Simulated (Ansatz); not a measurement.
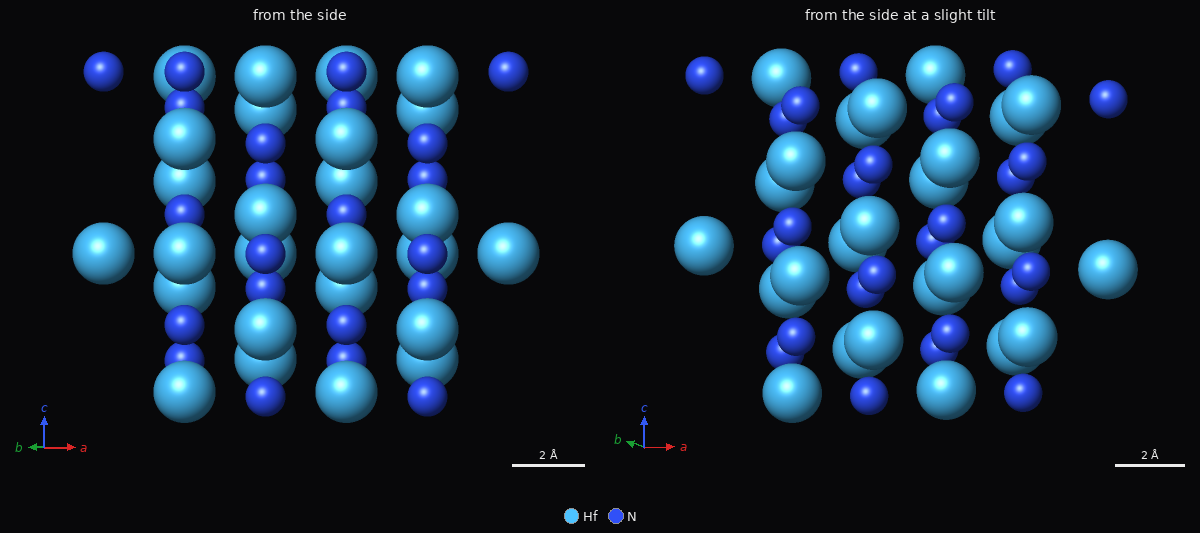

A spheres-only picture of a periodic slab, seen from the side and from the side at a slight tilt. The surface normal points up in side views; the vacuum is left out. 2×1 cells are drawn in the plane, with atoms at the edges repeated.

The cell holds 10 Hf, 10 N. The slab was cut from bulk HfN (Fm-3m).

Q: Give the termination of both faces.

A: The top face ends in Hf and N, the bottom face in Hf and N. The two faces are alike.

Q: What is the thickness of the slab?

A: About 9 Å from the lowest to the highest atom.

Q: What is the stacking of atomic planes, top to bottom?

A: Ten planes: HfN / HfN / HfN / HfN / HfN / HfN / HfN / HfN / HfN / HfN.

Q: Index the surface.

A: (2 1 0).

Computational set-up: DFT PBE, scalar-relativistic, plane waves, PAW in Ansatz 0.2.0, a basis cut at 420 eV, k-points on an 8×7×1 grid, Gaussian smearing of 0.1 eV, no spin polarisation.

Q: What work functions does the calculation give?

A: 2.79 eV on both faces.

The structure was taken from a structure type filled with these elements by a generator (whether the compound takes this form wasn't checked); a slab was cut from it. The atoms were relaxed in a fixed cell with Ansatz, DFT PBE, scalar-relativistic, plane waves, PAW.
